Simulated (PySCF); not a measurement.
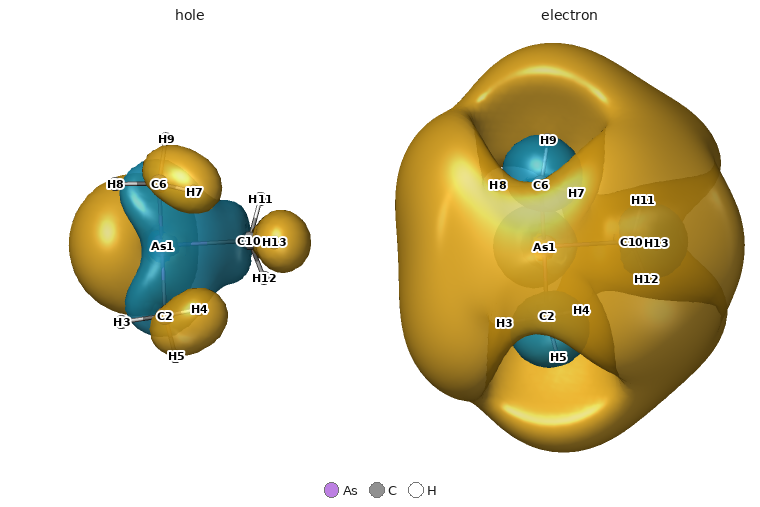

AsMe3 (C3H9As). Leading natural transition orbital pair of S₁ (TDA singlet states); the surfaces enclose about 85 % of each orbital's density.

PySCF calculation, B3LYP/def2-SVPD, gas phase; geometry: GFN2-xTB. No frequency check shows the geometry to be a minimum. GFN2-xTB bond lengths at metals and heavier atoms can be off by up to 0.1 Å and shapes distorted, which carries into these values.

Give its energy and the atoms that hole and electron lie on.

Answer. 6.06 eV (205 nm), f = 0.003, diffuse (Rydberg-like) orbital; the leading pair carries 100 %; hole on As1 (66 %) and C2, C6 and C10 (8 % each), electron on As1 (9 %), H3, H4, H5, H7, H8, H9, H11, H12 and H13 (8 % each) and C2, C6 and C10 (7 % each) (atom shares of so diffuse an orbital are rough); their centroids lie 1.2 Å apart. In canonical orbitals it is mainly HOMO → LUMO (99 %). The HOMO–LUMO gap is 6.85 eV.
